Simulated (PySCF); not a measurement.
SMILES CC([SiH2][SiH2]Cl)(C)C, GFN2-xTB optimised geometry. Atoms within 1.6 Å of the plane z = 0.6 Å (x, y, z in Å): C1 (2.41, -0.48, 0.00), C2 (0.88, -0.48, 0.00), C3 (0.38, 0.96, 0.00), Si5 (0.22, -1.40, 1.56), Si6 (-2.09, -1.32, 1.69), H8 (2.79, -1.50, -0.01), H9 (2.80, 0.02, 0.88), H10 (2.79, 0.03, -0.88), H11 (0.72, 1.49, 0.89), H12 (-0.71, 1.00, -0.02), H13 (0.76, 1.50, -0.87), H17 (0.69, -2.79, 1.48), H20 (-2.80, -1.07, 0.43).

Computed with PBE0/def2-SVP run with PySCF.

Map of the Laplacian of the electron density (e/bohr⁵) on the plane z = 0.6 Å:

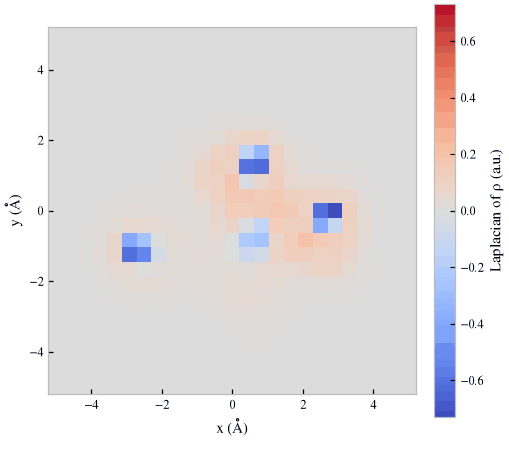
Fig. 1. Laplacian of the electron density (e/bohr⁵) on the plane z = 0.6 Å.
